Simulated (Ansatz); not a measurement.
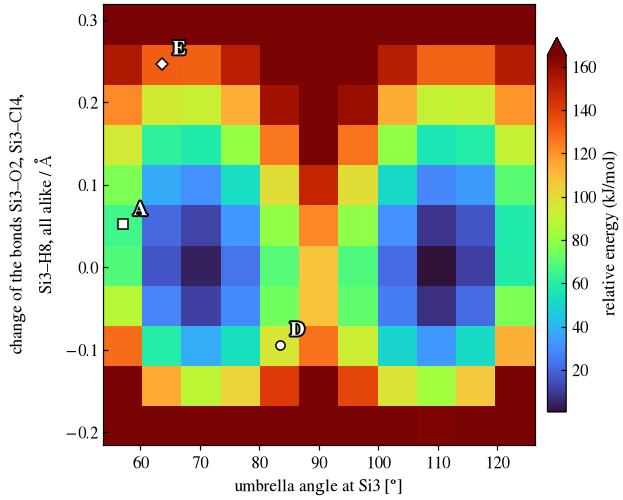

CH4ClOSi, SMILES CO[SiH]Cl, spin multiplicity 2. First axis: umbrella angle at Si3 (between each of its bonds and their common axis; 90 is planar). Second axis: change of the bonds Si3–O2, Si3–Cl4, Si3–H8, all alike. Nothing is relaxed (all other coordinates rigid). The scan uses an 11 × 11 grid. Points are written as (first, second). All energies are given in kJ/mol relative to the relaxed molecule at the same level. Energies and slopes of some neighbouring points disagree (a jump in structure or state, or too coarse a mesh). Method: UKS B3LYP-D4/def2-TZVP in Ansatz 0.2.0.

The picture shows one coloured cell a grid point, one colour for all values above the top of the scale, lettered points.

Q: Rank the lettered points by energy, lowest first.

A: A (65 kJ/mol), D (96 kJ/mol), E (131 kJ/mol).
